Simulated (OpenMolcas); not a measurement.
**Run report: Mn³⁺ complex, multiconfigurational calculation**

Mn³⁺ with 6 ligands (F; octahedron, 1.87 Å), neutralised by 6 outer point charges of +0.5 e, whose field is part of the energies. Computed at this level: state-averaged SS-CASPT2, IPEA shift 0.25, imaginary shift 0.1 hartree, closed shells 3s 3p of the metal and the valence shells of the ligands correlated, active space 4 electrons in the shell 3d, basis ANO-RCC-VTZP on the metal and ANO-RCC-VDZP on the ligands, DKH2 scalar Hamiltonian, spin-orbit coupling by RASSI with atomic mean-field integrals (OpenMolcas).

## Input file
```
&GATEWAY
Coord
7

Mn 0.0 0.0 0.0
F 1.870000 0.000000 0.000000
F 0.000000 1.870000 0.000000
F -1.870000 0.000000 0.000000
F 0.000000 -1.870000 0.000000
F 0.000000 0.000000 1.870000
F 0.000000 0.000000 -1.870000
Basis=Mn.ANO-RCC-VTZP,F.ANO-RCC-VDZP
Group=XYZ
NoMove
AngMom=0.0 0.0 0.0
AMFI
RICD
XField
3 Angstrom 0
4.270000 0.000000 0.000000 0.500000
0.000000 4.270000 0.000000 0.500000
0.000000 0.000000 4.270000 0.500000
&SEWARD
&RASSCF
FileOrb=start.orb
Symmetry=1
Spin=5
nActEl=4 0 0
Inactive=18 21
Ras2=5 0
CIRoot=5 5 1
SDav=5
CIMx=300
Iter=150 100
PrWF=0.3
OrbListing=Nothing
MaxOrb=0
LevShft=1.0
>>> COPY $Project.JobIph JOB001
&RASSCF
FileOrb=start.orb
Symmetry=1
Spin=3
nActEl=4 0 0
Inactive=18 21
Ras2=5 0
CIRoot=45 45 1
SDav=45
CIMx=300
Iter=150 100
PrWF=0.3
OrbListing=Nothing
MaxOrb=0
LevShft=1.0
>>> COPY $Project.JobIph JOB002
&RASSCF
FileOrb=start.orb
Symmetry=1
Spin=1
nActEl=4 0 0
Inactive=18 21
Ras2=5 0
CIRoot=50 50 1
SDav=50
CIMx=300
Iter=150 100
PrWF=0.3
OrbListing=Nothing
MaxOrb=0
LevShft=1.0
>>> COPY $Project.JobIph JOB003
&RASSI
NrOfJobIphs=3 5 45 50
1 2 3 4 5
1 2 3 4 5 6 7 8 9 10 11 12 13 14 15 16 17 18 19 20 21 22 23 24 25 26 27
28 29 30 31 32 33 34 35 36 37 38 39 40 41 42 43 44 45
1 2 3 4 5 6 7 8 9 10 11 12 13 14 15 16 17 18 19 20 21 22 23 24 25 26 27
28 29 30 31 32 33 34 35 36 37 38 39 40 41 42 43 44 45 46 47 48 49 50
IphNames
JOB001
JOB002
JOB003
EJob
SpinOrbit
DIPRint=1.0
SOCoupling=1000.0
Subsets=2
Property=9
'ANGMOM' 1 'ANGMOM' 2 'ANGMOM' 3 'MLTPL  1' 1 'MLTPL  1' 2 'MLTPL  1' 3
'AMFI' 1 'AMFI' 2 'AMFI' 3
SOProperty=3
'ANGMOM' 1 'ANGMOM' 2 'ANGMOM' 3
>>> COPY JOB001 $Project.JobIph
&CASPT2
Multistate=5 1 2 3 4 5
NoMult
Frozen=5 6
IPEA=0.25
Imaginary=0.1
MaxIter=60
WThr=0.0 0.3 0.05
PrWF=0.5
NoMix
>>> COPY JOB002 $Project.JobIph
&CASPT2
Multistate=45 1 2 3 4 5 6 7 8 9 10 11 12 13 14 15 16 17 18 19 20 21 22
23 24 25 26 27 28 29 30 31 32 33 34 35 36 37 38 39 40 41 42 43 44 45
NoMult
Frozen=5 6
IPEA=0.25
Imaginary=0.1
MaxIter=60
WThr=0.0 0.3 0.05
PrWF=0.5
NoMix
>>> COPY JOB003 $Project.JobIph
&CASPT2
Multistate=50 1 2 3 4 5 6 7 8 9 10 11 12 13 14 15 16 17 18 19 20 21 22
23 24 25 26 27 28 29 30 31 32 33 34 35 36 37 38 39 40 41 42 43 44 45 46
47 48 49 50
NoMult
Frozen=5 6
IPEA=0.25
Imaginary=0.1
MaxIter=60
WThr=0.0 0.3 0.05
PrWF=0.5
NoMix
```

The file start.orb holds starting orbitals from an earlier step. A driver script formed the levels outside the program, from RASSI's spin-orbit matrix and the CASPT2 energies (for multi-state variants, the effective Hamiltonian), averaged over the components of each term or state. The log and the time are those of the CASPT2 step.

Run as:
```bash
OMP_NUM_THREADS=1 MOLCAS_MEM=2457 MOLCAS_PROJECT=a pymolcas a.inp > a.log  # once for each step of the input, in one work folder
```

## Output (extracts)
```
--- CASPT2 ---
Orbital specifications:
      -----------------------

      Symmetry species                           1   2
                                                ag  au
      Frozen orbitals                            5   6
      Inactive orbitals                         13  15
      Active orbitals                            5   0
      Secondary orbitals                        49  50
      Deleted orbitals                           0   0
      Number of basis functions                 72  71
Type of calculation                        SS-CASPT2
      Fock operator                              state-specific
      IPEA shift                                 0.25
      Real shift                                 0.00
      Imaginary shift                            0.10
      The input orbitals will be transformed to quasi-canonical
Reference energy:       -1755.7595789833
      E2 (Non-variational):      -1.7661544731
      Shift correction:          -0.0011520798
      E2 (Variational):          -1.7673065529
      Total energy:           -1757.5268855362
      Residual norm:              0.0000009311
      Reference weight:           0.71696
      Contributions to the CASPT2 correlation energy
      Active & Virtual Only:         -0.0436468235
      One Inactive Excited:          -0.2414129684
      Two Inactive Excited:          -1.4810946812
Reference energy:       -1755.7595789832
      E2 (Non-variational):      -1.7662087752
      Shift correction:          -0.0011524264
      E2 (Variational):          -1.7673612016
      Total energy:           -1757.5269401848
      Residual norm:              0.0000009367
      Reference weight:           0.71694
      Contributions to the CASPT2 correlation energy
      Active & Virtual Only:         -0.0436465091
      One Inactive Excited:          -0.2414727254
      Two Inactive Excited:          -1.4810895407
::    CASPT2 Root  1     Total energy:  -1757.52688554
::    CASPT2 Root  2     Total energy:  -1757.52694018
::    CASPT2 Root  3     Total energy:  -1757.45245288
::    CASPT2 Root  4     Total energy:  -1757.45245288
::    CASPT2 Root  5     Total energy:  -1757.45245288
--- CASPT2 ---
Orbital specifications:
      -----------------------

      Symmetry species                           1   2
                                                ag  au
      Frozen orbitals                            5   6
      Inactive orbitals                         13  15
      Active orbitals                            5   0
      Secondary orbitals                        49  50
      Deleted orbitals                           0   0
      Number of basis functions                 72  71
Type of calculation                        SS-CASPT2
      Fock operator                              state-specific
      IPEA shift                                 0.25
      Real shift                                 0.00
      Imaginary shift                            0.10
      The input orbitals will be transformed to quasi-canonical
Reference energy:       -1755.7063496240
      E2 (Non-variational):      -1.7902223766
      Shift correction:          -0.0011672136
      E2 (Variational):          -1.7913895902
      Total energy:           -1757.4977392141
      Residual norm:              0.0000009864
      Reference weight:           0.71406
      Contributions to the CASPT2 correlation energy
      Active & Virtual Only:         -0.0513741159
      One Inactive Excited:          -0.2413274838
      Two Inactive Excited:          -1.4975207769
Reference energy:       -1755.7063496239
      E2 (Non-variational):      -1.7900280832
      Shift correction:          -0.0011662151
      E2 (Variational):          -1.7911942983
      Total energy:           -1757.4975439222
      Residual norm:              0.0000009678
      Reference weight:           0.71413
      Contributions to the CASPT2 correlation energy
      Active & Virtual Only:         -0.0513451804
      One Inactive Excited:          -0.2412070871
      Two Inactive Excited:          -1.4974758157
::    CASPT2 Root  1     Total energy:  -1757.49773921
::    CASPT2 Root  2     Total energy:  -1757.49754392
::    CASPT2 Root  3     Total energy:  -1757.49753342
::    CASPT2 Root  4     Total energy:  -1757.44508717
::    CASPT2 Root  5     Total energy:  -1757.44508960
::    CASPT2 Root  6     Total energy:  -1757.44348521
::    CASPT2 Root  7     Total energy:  -1757.44334564
::    CASPT2 Root  8     Total energy:  -1757.44346496
::    CASPT2 Root  9     Total energy:  -1757.43948588
::    CASPT2 Root 10     Total energy:  -1757.43812992
::    CASPT2 Root 11     Total energy:  -1757.43812659
::    CASPT2 Root 12     Total energy:  -1757.43115426
::    CASPT2 Root 13     Total energy:  -1757.43151089
::    CASPT2 Root 14     Total energy:  -1757.41583061
::    CASPT2 Root 15     Total energy:  -1757.41571059
::    CASPT2 Root 16     Total energy:  -1757.38320937
::    CASPT2 Root 17     Total energy:  -1757.38319069
::    CASPT2 Root 18     Total energy:  -1757.38316589
::    CASPT2 Root 19     Total energy:  -1757.37256458
::    CASPT2 Root 20     Total energy:  -1757.37254215
::    CASPT2 Root 21     Total energy:  -1757.37250706
::    CASPT2 Root 22     Total energy:  -1757.36494417
::    CASPT2 Root 23     Total energy:  -1757.36494195
::    CASPT2 Root 24     Total energy:  -1757.36495893
::    CASPT2 Root 25     Total energy:  -1757.35274824
::    CASPT2 Root 26     Total energy:  -1757.35273079
::    CASPT2 Root 27     Total energy:  -1757.35271651
::    CASPT2 Root 28     Total energy:  -1757.34930841
::    CASPT2 Root 29     Total energy:  -1757.34934206
::    CASPT2 Root 30     Total energy:  -1757.35424859
--- CASPT2 ---
Orbital specifications:
      -----------------------

      Symmetry species                           1   2
                                                ag  au
      Frozen orbitals                            5   6
      Inactive orbitals                         13  15
      Active orbitals                            5   0
      Secondary orbitals                        49  50
      Deleted orbitals                           0   0
      Number of basis functions                 72  71
Type of calculation                        SS-CASPT2
      Fock operator                              state-specific
      IPEA shift                                 0.25
      Real shift                                 0.00
      Imaginary shift                            0.10
      The input orbitals will be transformed to quasi-canonical
Reference energy:       -1755.6527865325
      E2 (Non-variational):      -1.8047817990
      Shift correction:          -0.0011829005
      E2 (Variational):          -1.8059646994
      Total energy:           -1757.4587512319
      Residual norm:              0.0000001173
      Reference weight:           0.71169
      Contributions to the CASPT2 correlation energy
      Active & Virtual Only:         -0.0538529517
      One Inactive Excited:          -0.2491273291
      Two Inactive Excited:          -1.5018015181
Reference energy:       -1755.6527865324
      E2 (Non-variational):      -1.8046960900
      Shift correction:          -0.0011839446
      E2 (Variational):          -1.8058800346
      Total energy:           -1757.4586665670
      Residual norm:              0.0000001243
      Reference weight:           0.71167
      Contributions to the CASPT2 correlation energy
      Active & Virtual Only:         -0.0539302382
      One Inactive Excited:          -0.2490910481
      Two Inactive Excited:          -1.5016748037
::    CASPT2 Root  1     Total energy:  -1757.45875123
::    CASPT2 Root  2     Total energy:  -1757.45866657
::    CASPT2 Root  3     Total energy:  -1757.45878843
::    CASPT2 Root  4     Total energy:  -1757.45171951
::    CASPT2 Root  5     Total energy:  -1757.45160370
::    CASPT2 Root  6     Total energy:  -1757.43223542
::    CASPT2 Root  7     Total energy:  -1757.40443288
::    CASPT2 Root  8     Total energy:  -1757.40561885
::    CASPT2 Root  9     Total energy:  -1757.40558862
::    CASPT2 Root 10     Total energy:  -1757.40573590
::    CASPT2 Root 11     Total energy:  -1757.39856133
::    CASPT2 Root 12     Total energy:  -1757.39852879
::    CASPT2 Root 13     Total energy:  -1757.39846022
::    CASPT2 Root 14     Total energy:  -1757.38713279
::    CASPT2 Root 15     Total energy:  -1757.38658541
::    CASPT2 Root 16     Total energy:  -1757.33121495
::    CASPT2 Root 17     Total energy:  -1757.33121121
::    CASPT2 Root 18     Total energy:  -1757.33122654
::    CASPT2 Root 19     Total energy:  -1757.32924549
::    CASPT2 Root 20     Total energy:  -1757.32974307
::    CASPT2 Root 21     Total energy:  -1757.33471616
::    CASPT2 Root 22     Total energy:  -1757.32571980
::    CASPT2 Root 23     Total energy:  -1757.32573696
::    CASPT2 Root 24     Total energy:  -1757.32572852
::    CASPT2 Root 25     Total energy:  -1757.32382183
::    CASPT2 Root 26     Total energy:  -1757.32382189
::    CASPT2 Root 27     Total energy:  -1757.32380772
::    CASPT2 Root 28     Total energy:  -1757.31929395
::    CASPT2 Root 29     Total energy:  -1757.28341886
::    CASPT2 Root 30     Total energy:  -1757.28332435
```

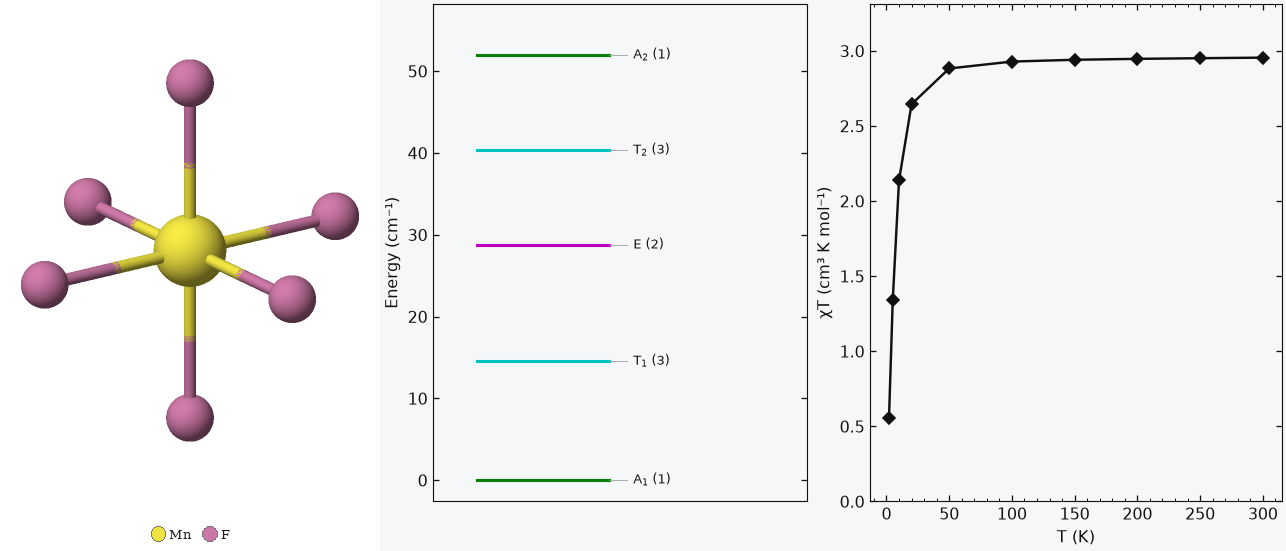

Fig. 1: Mn³⁺ (3d⁴) with 6 ligands, F⁻, at 1.87 Å (arrangement: octahedron, Oh), neutralised by outer point charges of +0.5 e, and its levels and susceptibility. Labels give the representation in O, Td, D4 or D3 as the site allows (double group for half-integer spin) where it could be assigned and, in brackets, the degeneracy; spin-free states, where drawn, share the zero of the spin-orbit levels. Powder susceptibility by Van Vleck's formula. The ground level is A₁, non-degenerate, 99 % from states of spin multiplicity 5. The next level lies at 15 cm⁻¹ (T₁). χT is 0.553 cm³ K mol⁻¹ at 2 K and 2.96 at 300 K, an effective moment of 4.86 μB.

## Results in brief

| quantity | value |
| --- | --- |
| outcome | converged; degenerate states are split by up to 298 cm⁻¹ |
| energy of the lowest spin-free term | −1757.52691 hartree |
| energy of the lowest spin-orbit level | −1757.52719 hartree |
| CASPT2 correlation energy | −1.7673 hartree |
| largest spread among components of a term | 298.3 cm⁻¹ |
| lowest reference weight | 0.698 |
| hardware | 1 thread of Arm Neoverse V1, 24 GiB of memory available, shared host |
| wall time | 6.2 min |
| peak memory | 0.2 GiB |

## Remarks

The components of ³T2, which symmetry makes degenerate, are split by 298 cm⁻¹ in CASPT2, and those of 4 more by over 50 cm⁻¹. This is an artefact; the levels of such states rest on averages and are uncertain by about as much. Limits: orbital doublet at a regular site, Jahn-Teller distortion not allowed for; small active space favours high spin, ground spin may be wrong; distances are set from ionic radii, not optimised.
